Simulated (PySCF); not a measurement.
# C2HFO4Si: electronic excitations and core binding energies

Aim: predict the electronic excitations and core binding energies of C2HFO4Si (`O=C1O[SiH](F)OC1=O`).

Computed with PySCF 2.14.0, with density-fitted response routines of our own, on a single molecule in the gas phase. Atoms count from 0, in the outputs and in this text.

## (1) The molecule as given

9 atoms, charge 0, multiplicity 1; geometry from: GFN2-xTB.

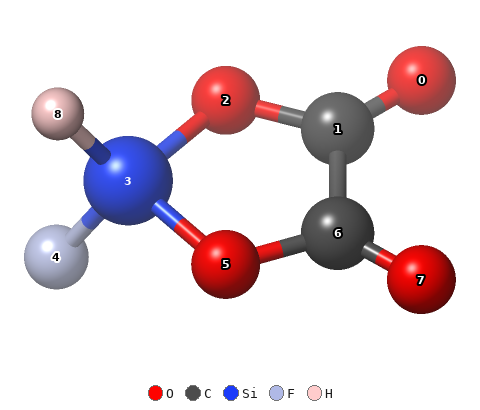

As it starts; oxygen red, carbon dark grey, silicon blue, fluorine light blue, hydrogen pink, atoms numbered; sticks join atoms by distance.

## (2) TDDFT and polarisability: B3LYP/def2-SVPD

What the job is given:

```
{"job": {"kind": "uv", "xc": "B3LYP", "basis": "def2-SVPD", "nstates": 8, "ntriplets": 3}, "charge": 0, "multiplicity": 1}
O      1.843684     1.652390     0.233270
C      0.964387     0.865685     0.120773
O     -0.341120     1.149922     0.291649
Si    -1.321771    -0.158574     0.114789
F     -2.259420     0.053302    -1.145654
O     -0.109282    -1.198570    -0.276383
C      1.112173    -0.632046    -0.238321
O      2.126553    -1.207956    -0.447880
H     -2.001641    -0.518160     1.322577
```

With the program's defaults for keys left out, this is: TDDFT B3LYP/def2-SVPD, vertical, gas phase, core orbitals frozen in the response.

Log:

```text
coarse grid: 9848 points
cycle   1  E = -766.2488955395  dE =  1.905e+00  |g| = 1.461e+00  |ddm| = 5.079e+00
cycle   2  E = -764.7536562539  dE =  1.495e+00  |g| = 3.204e+00  |ddm| = 5.500e+00
cycle   3  E = -766.6041157856  dE = -1.850e+00  |g| = 4.972e-01  |ddm| = 3.629e+00
cycle   4  E = -766.6437862662  dE = -3.967e-02  |g| = 2.035e-01  |ddm| = 7.456e-01
cycle   5  E = -766.6512170355  dE = -7.431e-03  |g| = 3.114e-02  |ddm| = 2.071e-01
cycle   6  E = -766.6514217205  dE = -2.047e-04  |g| = 9.787e-03  |ddm| = 4.406e-02
cycle   7  E = -766.6514381025  dE = -1.638e-05  |g| = 3.654e-03  |ddm| = 1.339e-02
cycle   8  E = -766.6514403855  dE = -2.283e-06  |g| = 6.635e-04  |ddm| = 3.455e-03
final grid: 96152 points
cycle   9  E = -766.7838249056  dE = -2.073e-05  |g| = 4.894e-03  |ddm| = 7.296e-02
cycle  10  E = -766.7838113372  dE =  1.357e-05  |g| = 9.923e-03  |ddm| = 1.448e-02
cycle  11  E = -766.7838288321  dE = -1.749e-05  |g| = 1.263e-03  |ddm| = 9.126e-03
cycle  12  E = -766.7838291230  dE = -2.909e-07  |g| = 1.502e-04  |ddm| = 1.421e-03
cycle  13  E = -766.7838291267  dE = -3.729e-09  |g| = 5.670e-05  |ddm| = 2.348e-04
cycle  14  E = -766.7838291274  dE = -6.992e-10  |g| = 1.702e-05  |ddm| = 8.362e-05
converged SCF energy = -766.7838291274

Static polarisability (au): isotropic 53.800, principal 39.839 52.321 69.239

Singlet excitations
state   eV       nm        f      main configurations
  1   4.1650    297.7   0.00006   H->L 0.99
  2   5.0174    247.1   0.00002   H-1->L 0.97
  3   6.8193    181.8   0.04030   H-2->L 0.88, H->L+1 0.08
  4   7.1107    174.4   0.00005   H->L+1 0.88
  5   7.1433    173.6   0.09783   H-3->L 0.85
  6   7.3686    168.3   0.02175   H->L+2 0.88
  7   7.4274    166.9   0.00001   H-4->L 0.91
  8   7.6888    161.3   0.00155   H-5->L 0.84, H-6->L 0.09

Triplet excitations (Tamm-Dancoff, eV): 3.6172 4.5714 5.0104
```

Wall time 62 s (1 thread, shared host).

Frontier orbitals and where they lie:

```tsv
orbital	eV	atoms
HOMO−3	-10.74	O5 19 %, O2 19 %, O7 17 %
HOMO−2	-10.29	O0 24 %, O7 24 %, O2 19 %
HOMO−1	-9.64	O0 37 %, O7 37 %, O5 7 %
HOMO	-8.68	O7 32 %, O0 32 %, C6 10 %
LUMO	-2.96	C1 21 %, C6 21 %, O7 20 %
LUMO+1	-0.73	Si3 38 %, H8 20 %, O2 12 %
LUMO+2	-0.52	Si3 36 %, H8 22 %, F4 16 %
```

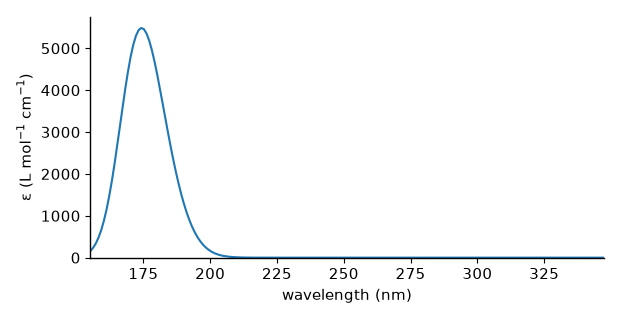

Absorption spectrum: each of the 8 states is a Gaussian band of 0.4 eV half-width at 1/e. Beyond the last state computed it falls off for lack of states.

Further results of this job:

```tsv
property	computed
dipole moment (D)	4.44
polarisability (Å³)	7.97
HOMO–LUMO gap (eV)	5.72
−ε(HOMO) (eV)	8.68
```

## (3) Core-electron binding energies: SCAN, X2C

Same as in step 2 but for these lines:

```diff
@@ -1,2 +1,2 @@
-{"job": {"kind": "uv", "xc": "B3LYP", "basis": "def2-SVPD", "nstates": 8, "ntriplets": 3}, "charge": 0, "multiplicity": 1}
+{"job": {"kind": "xps"}, "charge": 0, "multiplicity": 1}
 O      1.843684     1.652390     0.233270
```

Level: delta-SCF UKS SCAN, pcX-2 on the ionised atom, pcseg-1 elsewhere, spin-free X2C.

Log:

```text
ground state, core basis on atom 0 (O), 152 functions
  cycle   1  E = -767.48201890  |g| = 1.38e+00
  cycle   2  E = -765.65948425  |g| = 3.39e+00
  cycle   3  E = -767.75747291  |g| = 6.14e-01
  cycle   4  E = -767.82041192  |g| = 2.41e-01
  cycle   5  E = -767.83105583  |g| = 4.15e-02
  cycle   6  E = -767.83140072  |g| = 1.70e-02
  cycle   7  E = -767.83144144  |g| = 1.06e-02
  cycle   8  E = -767.83145859  |g| = 3.37e-03
  cycle   9  E = -767.83146105  |g| = 1.41e-03
  cycle  10  E = -767.83145974  |g| = 2.20e-04
  E(ground) = -767.87492372 Eh
hole in O 1s of atom 0
  cycle   1  E = -747.18889197  |g| = 2.22e+00
  cycle   2  E = -746.03637294  |g| = 2.43e+00
  cycle   3  E = -747.58699287  |g| = 9.83e-01
  cycle   4  E = -747.81364957  |g| = 7.19e-01
  cycle   5  E = -747.96887582  |g| = 3.27e-01
  cycle   6  E = -748.00840652  |g| = 1.24e-01
  cycle   7  E = -748.01383358  |g| = 3.38e-02
  cycle   8  E = -748.01425710  |g| = 1.50e-02
  cycle   9  E = -748.01433215  |g| = 6.77e-03
  cycle  10  E = -748.01434965  |g| = 1.76e-03
  cycle  11  E = -748.01435000  |g| = 6.08e-04
  cycle  12  E = -748.01435019  |g| = 4.41e-04
  E(ion) = -748.05912270 Eh   <S^2> = 0.7654   hole on atom = 1.000   binding energy = 539.215 eV
ground state, core basis on atom 1 (C), 152 functions
  cycle   1  E = -767.81076862  |g| = 9.68e-02
  cycle   2  E = -767.80379349  |g| = 2.05e-01
  cycle   3  E = -767.81175268  |g| = 3.06e-02
  cycle   4  E = -767.81186024  |g| = 1.99e-02
  cycle   5  E = -767.81193593  |g| = 3.19e-03
  cycle   6  E = -767.81193697  |g| = 1.43e-03
  cycle   7  E = -767.81193862  |g| = 2.61e-04
  E(ground) = -767.85804264 Eh
hole in C 1s of atom 1
  cycle   1  E = -756.38594505  |g| = 1.51e+00
  cycle   2  E = -753.54591245  |g| = 2.75e+00
  cycle   3  E = -756.44059019  |g| = 1.04e+00
  cycle   4  E = -756.75567882  |g| = 6.64e-01
  cycle   5  E = -756.84336595  |g| = 4.54e-01
  cycle   6  E = -756.91453237  |g| = 1.74e-01
  cycle   7  E = -756.92432802  |g| = 8.26e-02
  cycle   8  E = -756.92694365  |g| = 2.24e-02
  cycle   9  E = -756.92715867  |g| = 7.79e-03
  cycle  10  E = -756.92720385  |g| = 4.20e-03
  cycle  11  E = -756.92722941  |g| = 2.99e-03
  cycle  12  E = -756.92725099  |g| = 1.97e-03
  cycle  13  E = -756.92726047  |g| = 8.24e-04
  cycle  14  E = -756.92726150  |g| = 4.43e-04
  E(ion) = -756.97247281 Eh   <S^2> = 0.7971   hole on atom = 1.000   binding energy = 296.211 eV
ground state, core basis on atom 2 (O), 152 functions
  cycle   1  E = -767.83570337  |g| = 1.12e-01
  cycle   2  E = -767.83177893  |g| = 1.59e-01
  cycle   3  E = -767.83559271  |g| = 6.86e-02
  cycle   4  E = -767.83632070  |g| = 3.10e-02
  cycle   5  E = -767.83649836  |g| = 2.59e-03
  cycle   6  E = -767.83649916  |g| = 2.03e-03
  cycle   7  E = -767.83650057  |g| = 2.71e-04
  E(ground) = -767.88009517 Eh
hole in O 1s of atom 2
  cycle   1  E = -747.15057544  |g| = 2.23e+00
  cycle   2  E = -745.93408453  |g| = 2.63e+00
  cycle   3  E = -747.46865561  |g| = 1.11e+00
  cycle   4  E = -747.75082128  |g| = 7.69e-01
  cycle   5  E = -747.95707166  |g| = 1.99e-01
  cycle   6  E = -747.96552885  |g| = 1.37e-01
  cycle   7  E = -747.97185053  |g| = 4.92e-02
  cycle   8  E = -747.97282403  |g| = 1.39e-02
  cycle   9  E = -747.97289020  |g| = 4.36e-03
  cycle  10  E = -747.97290009  |g| = 1.16e-03
  cycle  11  E = -747.97289940  |g| = 8.37e-04
  cycle  12  E = -747.97290011  |g| = 3.26e-04
  E(ion) = -748.01668115 Eh   <S^2> = 0.7630   hole on atom = 1.000   binding energy = 540.511 eV
ground state, core basis on atom 3 (Si), 163 functions
  cycle   1  E = -767.92235700  |g| = 3.11e-01
  cycle   2  E = -767.91688377  |g| = 2.15e-01
  cycle   3  E = -767.91667225  |g| = 2.09e-01
  cycle   4  E = -767.92414509  |g| = 6.62e-02
  cycle   5  E = -767.92496746  |g| = 1.47e-02
  cycle   6  E = -767.92500477  |g| = 2.40e-03
  cycle   7  E = -767.92500359  |g| = 1.68e-03
  cycle   8  E = -767.92500554  |g| = 4.85e-04
  E(ground) = -767.92914308 Eh
hole in Si 1s of atom 3
  cycle   1  E = -698.87470163  |g| = 4.35e+00
  cycle   2  E = -694.70072542  |g| = 3.47e+00
  cycle   3  E = -680.09416870  |g| = 4.67e+00
  cycle   4  E = -698.65715862  |g| = 1.72e+00
  cycle   5  E = -699.60792710  |g| = 9.09e-01
  cycle   6  E = -699.83609473  |g| = 4.34e-01
  cycle   7  E = -699.89980874  |g| = 1.11e-01
  cycle   8  E = -699.90473599  |g| = 3.78e-02
  cycle   9  E = -699.90519217  |g| = 1.56e-02
  cycle  10  E = -699.90527362  |g| = 4.78e-03
  cycle  11  E = -699.90527875  |g| = 2.78e-03
  cycle  12  E = -699.90528204  |g| = 9.98e-04
  cycle  13  E = -699.90528147  |g| = 1.54e-04
  E(ion) = -699.91751360 Eh   <S^2> = 0.7520   hole on atom = 1.000   binding energy = 1850.691 eV
hole in Si 2p of atom 3
  cycle   1  E = -763.54190165  |g| = 1.24e+00
  cycle   2  E = -761.32506205  |g| = 2.41e+00
  cycle   3  E = -763.44314815  |g| = 9.62e-01
  cycle   4  E = -763.74861154  |g| = 5.12e-01
  cycle   5  E = -763.82723615  |g| = 2.14e-01
  cycle   6  E = -763.84610411  |g| = 5.23e-02
  cycle   7  E = -763.84691601  |g| = 2.56e-02
  cycle   8  E = -763.84714673  |g| = 2.93e-03
  cycle   9  E = -763.84714940  |g| = 2.31e-03
  cycle  10  E = -763.84714998  |g| = 1.19e-03
  cycle  11  E = -763.84715105  |g| = 2.09e-04
  E(ion) = -763.86229649 Eh   <S^2> = 0.7513   hole on atom = 1.003   binding energy = 110.665 eV
  2p3/2 = 110.517 eV   2p1/2 = 111.147 eV
ground state, core basis on atom 4 (F), 152 functions
  cycle   1  E = -767.84943467  |g| = 1.28e-01
  cycle   2  E = -767.84848195  |g| = 1.04e-01
  cycle   3  E = -767.84936382  |g| = 6.86e-02
  cycle   4  E = -767.84998122  |g| = 1.60e-02
  cycle   5  E = -767.85002514  |g| = 5.73e-03
  cycle   6  E = -767.85002634  |g| = 6.30e-04
  cycle   7  E = -767.85002898  |g| = 2.53e-04
  E(ground) = -767.89830288 Eh
hole in F 1s of atom 4
  cycle   1  E = -741.44671387  |g| = 2.58e+00
  cycle   2  E = -740.68793775  |g| = 2.38e+00
  cycle   3  E = -741.80460097  |g| = 1.06e+00
  cycle   4  E = -742.08742727  |g| = 8.05e-01
  cycle   5  E = -742.30577131  |g| = 2.56e-01
  cycle   6  E = -742.33350818  |g| = 4.94e-02
  cycle   7  E = -742.33450983  |g| = 1.34e-02
  cycle   8  E = -742.33455448  |g| = 8.32e-03
  cycle   9  E = -742.33457388  |g| = 4.17e-03
  cycle  10  E = -742.33458141  |g| = 7.90e-04
  cycle  11  E = -742.33458039  |g| = 1.51e-04
  E(ion) = -742.38886754 Eh   <S^2> = 0.7566   hole on atom = 1.000   binding energy = 694.147 eV
```

Wall time 2.3 min (1 thread, shared host).

Binding energies by hole, beside the orbital energy of the ground state; the difference holds orbital relaxation and, for a density functional, its self-interaction error:

```tsv
hole	stands for	environment	ΔSCF (eV; 2p as the shell's mean)	−ε (eV)	⟨S²⟩
O1s on O0	O0, O7	carbonyl oxygen	539.22	517.7	0.765
C1s on C1	C1, C6	carbonyl carbon	296.21	278.6	0.797
O1s on O2	O2, O5	oxygen bonded to C, Si, in a 5-membered ring	540.51	518.9	0.763
Si1s on Si3	Si3	silicon bonded to F, 2 O, H, in a 5-membered ring	1850.69	1796.8	0.752
Si2p on Si3	Si3	silicon bonded to F, 2 O, H, in a 5-membered ring	110.73	99.4	0.751
F1s on F4	F4	fluorine bonded to Si	694.15	668.0	0.757
```

Each hole run stands for the others of its class of like atoms.

With the spin-orbit splitting: Si3 2p3/2 110.52, 2p1/2 111.15 eV. The table gives each 2p level as the mean over the whole 2p shell (two parts 2p3/2, one part 2p1/2), which differs a little from the single hole in the log.

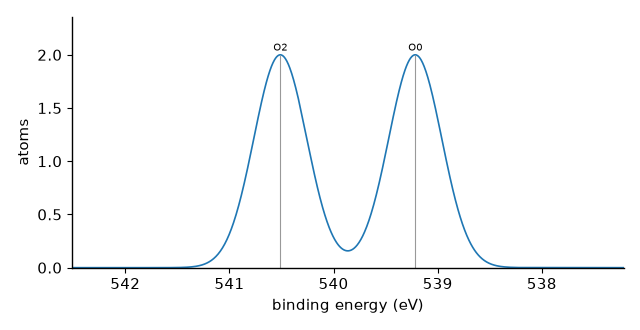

The O1s photoelectron lines, weighted by the number of atoms. Lines are broadened to a width of 0.60 eV (Gaussian).

## (4) Summary of results

| quantity | value |
| --- | --- |
| lowest singlet (B3LYP/def2-SVPD) | 4.17 eV (298 nm), f = 0.000 |
| brightest single state of those computed | state 5, 7.14 eV, f = 0.098 |
| lowest triplet | 3.62 eV |
| O1s binding energies, SCAN/pcX-2 | O2 540.51, O0 539.22 eV |
| C1s binding energies, SCAN/pcX-2 | C1 296.21 eV |
| Si1s binding energies, SCAN/pcX-2 | Si3 1850.69 eV |
| Si2p binding energies, SCAN/pcX-2 | Si3 110.73 eV |
| F1s binding energies, SCAN/pcX-2 | F4 694.15 eV |

**Reading.** The first singlet state (HOMO→LUMO 0.99) lies at 4.17 eV and is dark; of the 8 states computed, the strongest absorption comes from state 5 at 7.14 eV. The lowest triplet lies 0.55 eV below the lowest singlet (triplets in Tamm-Dancoff, singlets in full TDDFT). The O1s levels kept as sound span 1.30 eV, from O0 (carbonyl oxygen) up to O2 (oxygen bonded to C, Si, in a 5-membered ring).
